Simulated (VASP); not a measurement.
Band structure of SiNi (space group Pnma). All values below come from PBE GGA, VASP's PBE PAW potentials (set 64) (plane waves; VASP 6.6.1).

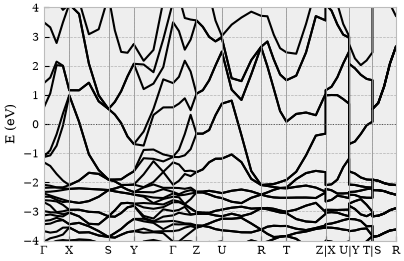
Fig. 1. Bands along high-symmetry lines, zero at the valence-band maximum or, without a gap, the Fermi level

Task: Read the plot: is there a gap, and where are the band edges?

Result: It has no gap at this level: it comes out as a metal or semimetal.

The structure comes from a computed database's SiNi entry, a phase known from measurement. The cell was not relaxed at this level. The run is not spin-polarised, so no magnetic state was tried.
